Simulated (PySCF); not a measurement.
**C2H7NOSi: runs on many settings**

Aim: see how C2H7NOSi (`CO/C=N\[SiH3]`) answers to the choice of functional, basis, grid and SCF options, and what happens with inputs that are wrong on purpose.

The runs use PySCF 2.14.0, with density-fitted response routines of our own; the level of theory stands in each step. All values are computed, except where a source is named. Atoms count from 0, in the outputs and in this text.

### Step 1. The molecule as given

12 atoms, charge 0, multiplicity 1; geometry from: GFN2-xTB.

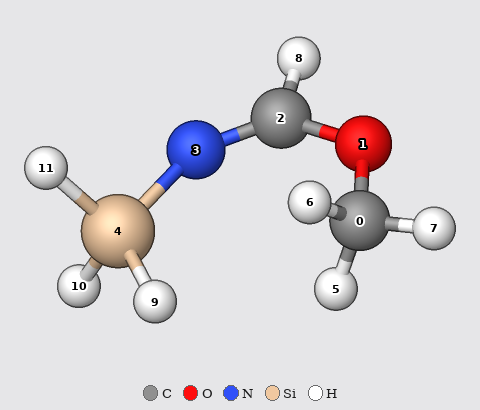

As it starts; carbon grey, oxygen red, nitrogen blue, silicon light orange, hydrogen white, atoms numbered.

### Step 2. NMR shieldings: PBE0/pcSseg-1

What the job is given:

```
{"job": {"kind": "nmr", "xc": "PBE0", "basis": "pcSseg-1"}, "charge": 0, "multiplicity": 1}
C     -1.395615    -0.812685     0.506525
O     -1.657212     0.556532     0.278171
C     -0.657914     1.347867    -0.128772
N      0.538526     1.111334    -0.364898
Si     1.780236    -0.058371    -0.418690
H     -0.644156    -0.938732     1.289283
H     -1.043401    -1.298694    -0.406363
H     -2.340248    -1.251657     0.822236
H     -1.054401     2.360446    -0.248510
H      1.500731    -1.454040    -0.033057
H      2.781842     0.479986     0.498120
H      2.192810    -0.042671    -1.820073
```

With the program's defaults for keys left out, this is: GIAO PBE0/pcSseg-1 NMR shielding, non-relativistic, gas phase.

Started as:

```sh
> OMP_NUM_THREADS=1 python probes_run.py task.json out
```

This one command runs all jobs of the session in turn.

The log of the run:

```text
coarse grid: 10288 points
cycle   1  E = -499.3732518274  dE =  5.603e-01  |g| = 5.848e-01  |ddm| = 2.976e+00
cycle   2  E = -499.2991195275  dE =  7.413e-02  |g| = 8.450e-01  |ddm| = 9.913e-01
cycle   3  E = -499.4376662632  dE = -1.385e-01  |g| = 9.511e-02  |ddm| = 6.245e-01
cycle   4  E = -499.4388093251  dE = -1.143e-03  |g| = 6.319e-02  |ddm| = 1.029e-01
cycle   5  E = -499.4395763702  dE = -7.670e-04  |g| = 8.011e-03  |ddm| = 4.296e-02
cycle   6  E = -499.4395872842  dE = -1.091e-05  |g| = 2.609e-03  |ddm| = 8.110e-03
cycle   7  E = -499.4395890104  dE = -1.726e-06  |g| = 4.136e-04  |ddm| = 2.803e-03
final grid: 94152 points
cycle   8  E = -499.4777003618  dE = -2.415e-05  |g| = 1.113e-02  |ddm| = 2.395e-02
cycle   9  E = -499.4776579589  dE =  4.240e-05  |g| = 1.884e-02  |ddm| = 1.716e-02
cycle  10  E = -499.4777220714  dE = -6.411e-05  |g| = 2.428e-03  |ddm| = 1.199e-02
cycle  11  E = -499.4777234396  dE = -1.368e-06  |g| = 3.285e-04  |ddm| = 1.847e-03
cycle  12  E = -499.4777234567  dE = -1.713e-08  |g| = 1.405e-04  |ddm| = 2.912e-04
cycle  13  E = -499.4777234607  dE = -3.969e-09  |g| = 2.451e-05  |ddm| = 1.178e-04
cycle  14  E = -499.4777234608  dE = -1.103e-10  |g| = 3.744e-06  |ddm| = 2.063e-05
converged SCF energy = -499.4777234608

GIAO shielding tensors (ppm)
atom      isotropic    diamagn.    paramagn.     s11        s22        s33       span
  0 C      132.042     249.262    -117.220    106.549    118.532    171.045     64.496
  1 O      153.926     396.373    -242.446     -4.532    229.473    236.838    241.371
  2 C       31.871     248.849    -216.978    -65.887     71.817     89.682    155.569
  3 N       35.639     332.423    -296.783   -125.526    -37.057    269.502    395.028
  4 Si     419.765     880.535    -460.770    374.668    405.274    479.353    104.685
  5 H       28.051      32.023      -3.972     25.201     26.139     32.813      7.612
  6 H       28.044      32.031      -3.987     25.186     26.166     32.779      7.593
  7 H       27.722      29.057      -1.334     23.927     26.549     32.690      8.764
  8 H       24.263      27.331      -3.068     18.966     25.137     28.685      9.719
  9 H       26.364      30.742      -4.378     22.678     26.343     30.070      7.391
 10 H       26.559      29.334      -2.775     23.411     25.123     31.144      7.733
 11 H       26.562      29.350      -2.789     23.458     25.089     31.138      7.681
```

It took 9.9 s on 1 thread of Arm Neoverse V1, shared host.

Shifts follow as δ = σ(reference) − σ, with reference shieldings (ppm) from runs at the same level and on the same kind of geometry: ¹H TMS 31.72, ¹³C TMS 186.9, ²⁹Si TMS 349.2, ¹⁵N NH3 267.7, ¹⁷O H2O 336.1. The references are single molecules in the gas phase, so shifts against H2O, NH3, PH3, H3PO4 or CFCl3 are not on the usual liquid scales and can be off by tens of ppm. Atoms listed in one row are averaged.

```tsv
atoms	environment	σ (ppm)	δ (ppm)	δ scaled to CDCl3
C2	C=N carbon	31.9	155.1	149.4
C0	methyl carbon bonded to O	132.0	54.9	51.7
H8	hydrogen on a C=N carbon	24.26	7.45	7.13
H9, H10, H11	hydrogen on a silicon bonded to N	26.49	5.22	–
H5, H6, H7	hydrogen on a methyl carbon bonded to O	27.94	3.78	3.67
O1	ether oxygen	153.9	182.2	–
N3	imine nitrogen	35.6	232.1	–
Si4	silicon bonded to N, 3 H	419.8	-70.6	–
```

The scaled column applies a straight-line fit of computed shieldings to shifts measured in CDCl3 (root-mean-square error 0.16 ppm for H, 1.9 ppm for C).

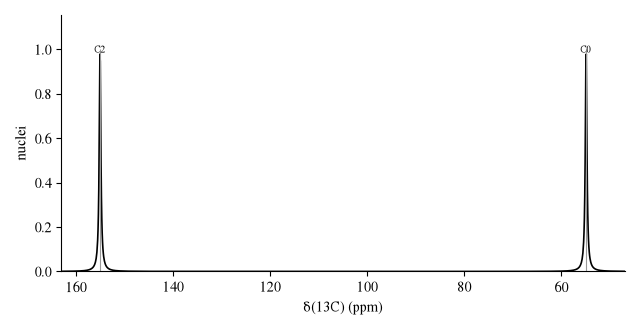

¹³C lines at the computed shifts, without couplings. Lines are broadened to a width of 0.40 ppm (Lorentzian).

Charges from the same density, by scheme (e):

```tsv
atoms	Mulliken	IAO	Hirshfeld	ESP fit
C0	-0.07	-0.21	-0.03	-0.09
O1	-0.44	-0.33	-0.11	-0.40
C2	0.41	0.24	0.12	0.69
N3	-0.65	-0.61	-0.27	-0.75
Si4	0.60	0.74	0.33	0.69
```

Hirshfeld charges:

```tsv
atom	value (e)
C0	-0.03
O1	-0.11
C2	0.12
N3	-0.27
Si4	0.33
H5	0.05
H6	0.05
H7	0.06
H8	0.06
H9	-0.09
H10	-0.08
H11	-0.08
```

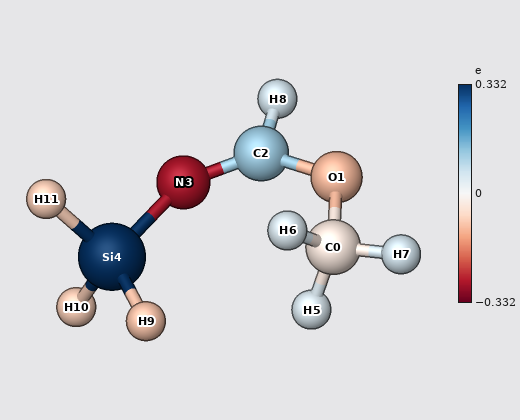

Hirshfeld charges, as colours on the atoms.

Mayer bond orders: C0–O1 0.88, O1–C2 1.11, C2–N3 1.83, N3–Si4 0.99.

### Step 3. Ultraviolet spectrum: PBE0/def2-SVPD

Same as in step 2 but for these lines:

```diff
@@ -1,2 +1,2 @@
-{"job": {"kind": "nmr", "xc": "PBE0", "basis": "pcSseg-1"}, "charge": 0, "multiplicity": 1}
+{"job": {"kind": "uv", "xc": "PBE0", "basis": "def2-SVPD", "nstates": 6, "ntriplets": 2}, "charge": 0, "multiplicity": 1}
 C     -1.395615    -0.812685     0.506525
```

Level: TDDFT PBE0/def2-SVPD, vertical, gas phase, core orbitals frozen in the response.

The log of the run:

```text
coarse grid: 10288 points
cycle   1  E = -499.1479412282  dE =  5.241e-01  |g| = 5.565e-01  |ddm| = 4.546e+00
cycle   2  E = -499.0713542223  dE =  7.659e-02  |g| = 8.231e-01  |ddm| = 1.761e+00
cycle   3  E = -499.2095388177  dE = -1.382e-01  |g| = 8.976e-02  |ddm| = 1.224e+00
cycle   4  E = -499.2105615498  dE = -1.023e-03  |g| = 6.229e-02  |ddm| = 1.601e-01
cycle   5  E = -499.2113385870  dE = -7.770e-04  |g| = 7.257e-03  |ddm| = 5.964e-02
cycle   6  E = -499.2113491221  dE = -1.054e-05  |g| = 1.990e-03  |ddm| = 1.110e-02
cycle   7  E = -499.2113502173  dE = -1.095e-06  |g| = 4.776e-04  |ddm| = 3.607e-03
final grid: 94152 points
cycle   8  E = -499.2791093125  dE = -3.709e-05  |g| = 1.043e-02  |ddm| = 1.307e-01
cycle   9  E = -499.2790697156  dE =  3.960e-05  |g| = 1.771e-02  |ddm| = 2.811e-02
cycle  10  E = -499.2791298456  dE = -6.013e-05  |g| = 2.355e-03  |ddm| = 1.758e-02
cycle  11  E = -499.2791311834  dE = -1.338e-06  |g| = 3.216e-04  |ddm| = 2.840e-03
cycle  12  E = -499.2791312005  dE = -1.711e-08  |g| = 1.642e-04  |ddm| = 6.920e-04
cycle  13  E = -499.2791312061  dE = -5.577e-09  |g| = 2.881e-05  |ddm| = 2.581e-04
cycle  14  E = -499.2791312063  dE = -2.013e-10  |g| = 3.826e-06  |ddm| = 6.844e-05
converged SCF energy = -499.2791312063

Static polarisability (au): isotropic 64.498, principal 50.414 64.162 78.917

Singlet excitations
state   eV       nm        f      main configurations
  1   5.3012    233.9   0.00268   H->L 0.98
  2   6.4744    191.5   0.00706   H->L+1 0.94
  3   7.0519    175.8   0.03864   H->L+2 0.79, H-1->L 0.13
  4   7.2034    172.1   0.01256   H-1->L+1 0.89
  5   7.2240    171.6   0.26954   H-1->L 0.70, H->L+2 0.14
  6   7.3505    168.7   0.00031   H->L+3 0.99

Triplet excitations (Tamm-Dancoff, eV): 4.8085 5.2263
```

Run time: 14 s. Hardware: 1 thread of Arm Neoverse V1, shared host.

Frontier orbitals and where they lie:

```tsv
orbital	eV	atoms
HOMO−3	-9.97	Si4 28 %, H11 16 %, H10 16 %
HOMO−2	-9.60	Si4 32 %, H9 16 %, H10 10 %
HOMO−1	-8.05	N3 31 %, O1 28 %, C2 12 %
HOMO	-7.31	N3 55 %, Si4 12 %, C2 11 %
LUMO	0.00	C2 36 %, N3 28 %, O1 15 %
LUMO+1	0.40	Si4 31 %, C0 15 %, C2 9 %
LUMO+2	0.88	Si4 45 %, H9 16 %, H11 9 %
```

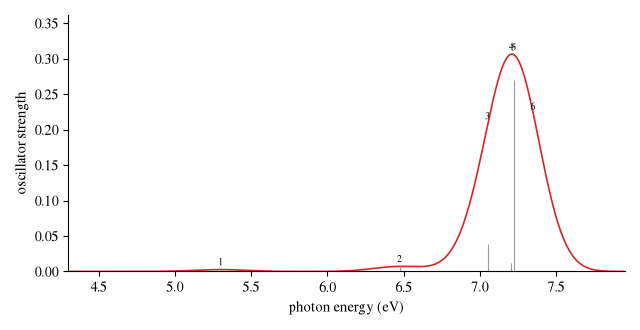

Absorption spectrum from the 6 singlet states computed; above the last one it falls off for lack of states. Lines are broadened to a width of 0.40 eV (Gaussian).

Further results of this job:

```tsv
property	computed
dipole moment (D)	1.79
polarisability (Å³)	9.56
HOMO–LUMO gap (eV)	7.31
−ε(HOMO) (eV)	7.31
```

### Step 4. Shielding tensors: B3LPY/LANL2DZ

Same as in step 3 but for these lines:

```diff
@@ -1,2 +1,2 @@
-{"job": {"kind": "uv", "xc": "PBE0", "basis": "def2-SVPD", "nstates": 6, "ntriplets": 2}, "charge": 0, "multiplicity": 1}
+{"job": {"kind": "nmr", "xc": "B3LPY", "basis": "LANL2DZ", "pop": false, "scf": {"conv": 0.1, "max_cycle": 61}}, "charge": 0, "multiplicity": 1}
 C     -1.395615    -0.812685     0.506525
```

With the program's defaults for keys left out, this is: B3LPY/LANL2DZ.

The log of the run:

```text
KeyError: "LibXCFunctional: name 'B3LPY' not found."
```

Wall time 0.16 s (1 thread of Arm Neoverse V1, shared host).

Why it failed: No functional is called B3LPY: the name is misspelt. Cure: type the name correctly.

### Step 5. Ultraviolet spectrum: X3LYP/3-21G

Same as in step 4 but for these lines:

```diff
@@ -1,2 +1,2 @@
-{"job": {"kind": "nmr", "xc": "B3LPY", "basis": "LANL2DZ", "pop": false, "scf": {"conv": 0.1, "max_cycle": 61}}, "charge": 0, "multiplicity": 1}
+{"job": {"kind": "uv", "xc": "X3LYP", "basis": "3-21G", "nstates": 25, "ntriplets": 5, "tda": true, "max_iter": 3, "scf": {"conv": 0.001, "max_cycle": 52}}, "charge": 0, "multiplicity": 1}
 C     -1.395615    -0.812685     0.506525
```

Method: TDA X3LYP/3-21G, vertical, gas phase, core orbitals frozen in the response.

The log of the run:

```text
final grid: 94152 points
cycle   1  E = -496.9782263770  dE =  3.552e-01  |g| = 5.963e-01  |ddm| = 3.221e+00
cycle   2  E = -496.8815938810  dE =  9.663e-02  |g| = 9.124e-01  |ddm| = 1.377e+00
cycle   3  E = -497.0483663017  dE = -1.668e-01  |g| = 1.237e-01  |ddm| = 8.605e-01
cycle   4  E = -497.0510666405  dE = -2.700e-03  |g| = 5.495e-02  |ddm| = 1.602e-01
cycle   5  E = -497.0516567456  dE = -5.901e-04  |g| = 6.493e-03  |ddm| = 4.876e-02
converged SCF energy = -497.0516567456

Static polarisability (au): isotropic 48.780, principal 34.977 48.532 62.830

Singlet excitations
state   eV       nm        f      main configurations
  1   5.4058    229.4   0.00847   H->L 0.99
  2   6.6463    186.5   0.06339   H->L+1 0.97
  3   7.4320    166.8   0.00021   H-1->L+1 0.98
  4   7.8069    158.8   0.28820   H-1->L 0.80, H->L+4 0.08
  5   7.9442    156.1   0.00045   H->L+2 0.99
  6   8.4976    145.9   0.00022   H-2->L 0.91
  7   8.7406    141.8   0.08416   H->L+3 0.64, H-1->L+2 0.33
  8   9.1570    135.4   0.16068   H->L+4 0.67, H-1->L+2 0.15
  9   9.2782    133.6   0.03931   H-1->L+2 0.26, H-2->L+1 0.20, H->L+3 0.12
 10   9.3167    133.1   0.00222   H-1->L+3 0.70, H-4->L 0.20
 11   9.3806    132.2   0.00516   H-4->L 0.62, H-1->L+3 0.24
 12   9.5114    130.4   0.06741   H->L+5 0.80
 13   9.5883    129.3   0.04777   H-2->L+1 0.60, H-3->L 0.21
 14   9.6915    127.9   0.01916   H-1->L+4 0.84
 15   9.8227    126.2   0.21438   H-3->L 0.37, H->L+6 0.21, H->L+7 0.09
 16   9.9206    125.0   0.02690   H->L+6 0.60, H->L+7 0.19
 17  10.0081    123.9   0.04507   H-3->L+1 0.77, H-1->L+5 0.12
 18  10.0637    123.2   0.00589   H->L+7 0.43, H-4->L+1 0.39, H->L+6 0.09
 19  10.1176    122.5   0.05378   H-4->L+1 0.47, H->L+7 0.22, H-3->L 0.13
 20  10.1906    121.7   0.00183   H-1->L+5 0.79, H-3->L+1 0.08
 21  10.5167    117.9   0.00958   H-1->L+6 0.88
 22  10.6634    116.3   0.00077   H-6->L 0.68, H-2->L+2 0.18
 23  10.7286    115.6   0.05474   H-5->L 0.51, H->L+8 0.37
 24  10.7903    114.9   0.00558   H-5->L+1 0.63, H-2->L+2 0.23
 25  10.8822    113.9   0.00403   H-1->L+7 0.41, H-5->L+1 0.18, H-2->L+2 0.18

Triplet excitations (Tamm-Dancoff, eV): 4.8243 5.3214 6.1172 7.1908 7.7277
```

Run time: 4.3 s. Hardware: 1 thread of Arm Neoverse V1, shared host.

Diagnosis: The SCF converged, but the response equations did not within 3 iterations. The remedy is to allow more iterations. Numbers from the part that failed are no properties of the molecule.

### Step 6. Spin-spin couplings: HSE06/6-31G in water

Same as in step 5 but for these lines:

```diff
@@ -1,2 +1,2 @@
-{"job": {"kind": "uv", "xc": "X3LYP", "basis": "3-21G", "nstates": 25, "ntriplets": 5, "tda": true, "max_iter": 3, "scf": {"conv": 0.001, "max_cycle": 52}}, "charge": 0, "multiplicity": 1}
+{"job": {"kind": "j", "xc": "HSE06", "basis": "6-31G", "solvent": "water"}, "charge": 0, "multiplicity": 1}
 C     -1.395615    -0.812685     0.506525
```

Level: HSE06/6-31G indirect spin-spin coupling, non-relativistic, IEF-PCM water.

The log of the run:

```text
coarse grid: 10288 points
cycle   1  E = -499.3926189506  dE =  6.583e-01  |g| = 5.625e-01  |ddm| = 3.239e+00
cycle   2  E = -499.2995497937  dE =  9.307e-02  |g| = 8.667e-01  |ddm| = 1.317e+00
cycle   3  E = -499.4584235683  dE = -1.589e-01  |g| = 8.024e-02  |ddm| = 8.171e-01
cycle   4  E = -499.4593862520  dE = -9.627e-04  |g| = 5.253e-02  |ddm| = 1.227e-01
cycle   5  E = -499.4599394020  dE = -5.531e-04  |g| = 7.467e-03  |ddm| = 4.687e-02
cycle   6  E = -499.4599545350  dE = -1.513e-05  |g| = 1.115e-03  |ddm| = 9.672e-03
cycle   7  E = -499.4599548972  dE = -3.622e-07  |g| = 2.217e-04  |ddm| = 1.700e-03
final grid: 94152 points
cycle   8  E = -499.4105863103  dE = -2.274e-05  |g| = 6.333e-03  |ddm| = 2.294e-02
cycle   9  E = -499.4105682115  dE =  1.810e-05  |g| = 1.111e-02  |ddm| = 1.535e-02
cycle  10  E = -499.4105949081  dE = -2.670e-05  |g| = 1.791e-03  |ddm| = 1.059e-02
cycle  11  E = -499.4105957197  dE = -8.116e-07  |g| = 8.597e-05  |ddm| = 1.843e-03
cycle  12  E = -499.4105957206  dE = -8.577e-10  |g| = 6.779e-05  |ddm| = 1.377e-04
cycle  13  E = -499.4105957216  dE = -9.703e-10  |g| = 9.267e-06  |ddm| = 5.642e-05
converged SCF energy = -499.4105957216

Indirect spin-spin couplings (Hz)
  i      j    bonds     total        FC       PSO       DSO        SD
  0 C    1 O    1     16.566    17.782    -1.082    -0.134         -
  0 C    2 C    2     -3.414    -3.018    -0.351    -0.045         -
  0 C    3 N    3     -1.144    -1.249     0.091    -0.003     0.017
  0 C    4 Si   4     -0.794    -0.739    -0.082    -0.012     0.039
  0 C    5 H    1    153.458   152.170     0.391     0.897         -
  0 C    6 H    1    153.353   152.063     0.392     0.898         -
  0 C    7 H    1    159.557   158.382     0.363     0.812         -
  0 C    8 H    3      7.362     7.889     0.117    -0.644         -
  0 C    9 H    5      2.672     2.518    -0.115     0.268         -
  0 C   11 H    5     -0.153     0.003     0.015    -0.172         -
  1 O    2 C    1     34.358    28.821     5.704    -0.167         -
  1 O    3 N    2     -0.962     1.620    -3.095    -0.013     0.526
  1 O    4 Si   3      1.786     1.850    -0.050    -0.018     0.003
  1 O    5 H    2     -1.401    -0.923    -0.562     0.084         -
  1 O    6 H    2     -1.391    -0.910    -0.566     0.084         -
  1 O    7 H    2    -13.088   -12.531    -0.612     0.054         -
  1 O    8 H    2    -37.768   -38.443     0.596     0.078         -
  1 O    9 H    4     -2.156    -2.269     0.074     0.039         -
  1 O   10 H    4     -0.950    -1.094     0.004     0.141         -
  1 O   11 H    4     -0.991    -1.134     0.006     0.137         -
  2 C    3 N    1    -15.275   -17.861     4.153    -0.117    -1.450
  2 C    4 Si   2      4.276     4.362     0.020     0.069    -0.175
  2 C    5 H    3      1.893     2.147    -0.213    -0.041         -
  2 C    6 H    3      1.929     2.183    -0.215    -0.039         -
  2 C    7 H    3      9.819    10.355     0.059    -0.595         -
  2 C    8 H    1    217.023   215.611     0.175     1.237         -
  2 C    9 H    3     -0.477    -0.160    -0.102    -0.214         -
  2 C   10 H    3      6.007     6.236     0.100    -0.329         -
  2 C   11 H    3      5.954     6.181     0.096    -0.322         -
  3 N    4 Si   1      7.255     8.904    -1.804     0.046     0.108
  3 N    7 H    4      0.322     0.093     0.038     0.164     0.028
  3 N    8 H    2    -12.467   -13.070     0.534     0.162    -0.093
  3 N    9 H    2      0.247     0.062     0.031     0.141     0.013
  3 N   10 H    2     -4.299    -4.371     0.048     0.027    -0.003
  3 N   11 H    2     -4.036    -4.108     0.045     0.028    -0.002
  4 Si   8 H    3    -13.128   -13.232    -0.141     0.358    -0.113
  4 Si   9 H    1   -185.691  -186.281     1.205    -0.286    -0.329
  4 Si  10 H    1   -207.273  -207.911     1.211    -0.274    -0.298
  4 Si  11 H    1   -207.047  -207.686     1.211    -0.274    -0.298
  5 H    6 H    2    -17.471   -16.369     0.911    -2.013         -
  5 H    7 H    2    -19.000   -17.580     0.970    -2.390         -
  5 H    8 H    4     -2.674    -1.355     0.611    -1.930         -
  5 H    9 H    6      1.564     0.174    -0.556     1.947         -
  5 H   11 H    6      0.501     1.427     0.109    -1.035         -
  6 H    7 H    2    -18.982   -17.564     0.969    -2.388         -
  6 H    8 H    4     -2.678    -1.357     0.612    -1.932         -
  6 H    9 H    6      1.529     0.151    -0.553     1.931         -
  6 H   10 H    6      0.462     1.411     0.110    -1.059         -
  6 H   11 H    6      0.235     0.298    -0.167     0.104         -
  7 H    8 H    4     -2.251    -0.898     0.659    -2.013         -
  7 H    9 H    6      1.215     1.460     0.269    -0.514         -
  7 H   10 H    6     -0.595     0.218     0.294    -1.107         -
  7 H   11 H    6     -0.612     0.186     0.292    -1.090         -
  8 H    9 H    4      1.706     2.925     0.432    -1.651         -
  8 H   10 H    4     -3.333    -2.475     0.297    -1.155         -
  8 H   11 H    4     -3.409    -2.550     0.299    -1.157         -
  9 H   10 H    2      4.782     6.465     0.087    -1.770         -
  9 H   11 H    2      4.472     6.152     0.087    -1.768         -
 10 H   11 H    2     -6.365    -4.237     0.187    -2.316         -
```

Run time: 7.2 s. Hardware: 1 thread of Arm Neoverse V1, shared host.

The basis is not made for couplings: without tight functions at the nuclei these values are rough.

Beyond four bonds or across contacts, the largest of 1 Hz or more: C0–H9 2.7 Hz, H5–H9 1.6 Hz, H6–H9 1.5 Hz, H7–H9 1.2 Hz.

Couplings of 1 Hz or more over one to four bonds, nine at most for each number, with means over like pairs (isotopes 13C, 1H, 15N, 17O, 29Si):

```tsv
pair	bonds	J (Hz)	Fermi contact (Hz)	dihedral (°)
C2–H8	1	217.0	215.6	–
Si4–H9	1	-200.0	-200.6	–
C0–H5	1	155.5	154.2	–
O1–C2	1	34.4	28.8	–
C0–O1	1	16.6	17.8	–
C2–N3	1	-15.3	-17.9	–
N3–Si4	1	7.3	8.9	–
O1–H8	2	-37.8	-38.4	–
H5–H6	2	-18.5	-17.2	–
N3–H8	2	-12.5	-13.1	–
O1–H5	2	-5.3	-4.8	–
C2–Si4	2	4.3	4.4	–
C0–C2	2	-3.4	-3.0	–
N3–H9	2	-2.7	-2.8	–
Si4–H8	3	-13.1	-13.2	-180
C0–H8	3	7.4	7.9	-180
C2–H5	3	4.5	4.9	–
C2–H9	3	3.8	4.1	–
O1–Si4	3	1.8	1.9	0
C0–N3	3	-1.1	-1.2	0
H5–H8	4	-2.5	-1.2	–
H8–H9	4	-1.7	-0.7	–
O1–H9	4	-1.4	-1.5	–
```

Means hide unlike values in this fixed geometry: O1–H5 from -13.1 to -1.4 Hz; N3–H9 from -4.3 to 0.2 Hz; C2–H5 from 1.9 to 9.8 Hz. They hold only if the pairs exchange fast.

The spin-dipole term was solved for some atoms only; pairs without it lack that part.

The response was solved for the nuclei of C, H, N, Si alone, so couplings that need other nuclei can be missing.

Quadrupole couplings from the field gradients of the same density:

```tsv
atom	isotope	eQq/h (MHz)	η
O1	17O	-9.999	0.43
N3	14N	-3.720	0.08
```

Joined with the shifts from before (PBE0/pcSseg-1, unscaled), the couplings predict the line list below for 400 MHz.

¹H NMR δ 7.45 (qq, J = 2.5, 1.7 Hz, 1H), 5.22 (d, J = 1.7 Hz, 3H), 3.78 (d, J = 2.5 Hz, 3H).

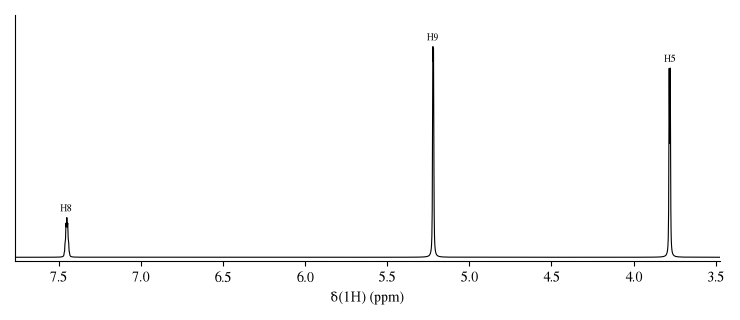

Simulated proton spectrum at 400 MHz, by exact diagonalisation of each spin system; lines 1.2 Hz wide, exchangeable protons uncoupled.

### Step 7. Summary of results

| quantity | value |
| --- | --- |
| ¹³C shifts against TMS (PBE0/pcSseg-1) | 155.1, 54.9 ppm |
| ¹H shifts against TMS (PBE0/pcSseg-1, means over atoms taken as alike) | 7.45, 5.22, 3.78 ppm |
| ¹⁷O shifts against H2O (PBE0/pcSseg-1) | 182.2 ppm |
| ¹⁵N shifts against NH3 (PBE0/pcSseg-1) | 232.1 ppm |
| ²⁹Si shifts against TMS (PBE0/pcSseg-1) | -70.6 ppm |
| lowest singlet (PBE0/def2-SVPD) | 5.30 eV (234 nm), f = 0.003 |
| brightest single state of those computed | state 5, 7.22 eV, f = 0.270 |
| lowest triplet | 4.81 eV |
| largest coupling of the table (HSE06/6-31G) | ¹J(C,H) C2–H8, 217.0 Hz |
| property runs in this session | 5, of which 2 failed and 0 gave unsound results |

Single values in the summary come from the first sound run of each kind (PBE0/pcSseg-1; PBE0/def2-SVPD; HSE06/6-31G), which need not be the best level. At PBE0/pcSseg-1: The largest span, 395 ppm, is at N3, where the paramagnetic term is -297 ppm. The lowest singlet, at 5.30 eV, is HOMO→LUMO 0.98 and is weak; of the 6 states computed, the strongest absorption comes from state 5 at 7.22 eV. The lowest triplet lies 0.49 eV below the lowest singlet (triplets in Tamm-Dancoff, singlets in full TDDFT). Of the pairs tabulated at HSE06/6-31G, C2–H8 couples most strongly (217.0 Hz; Fermi contact 215.6 Hz). Couplings across rotatable bonds belong to this one conformer; where others are populated, the observed values are averages. Couplings from bases without tight functions are rough.
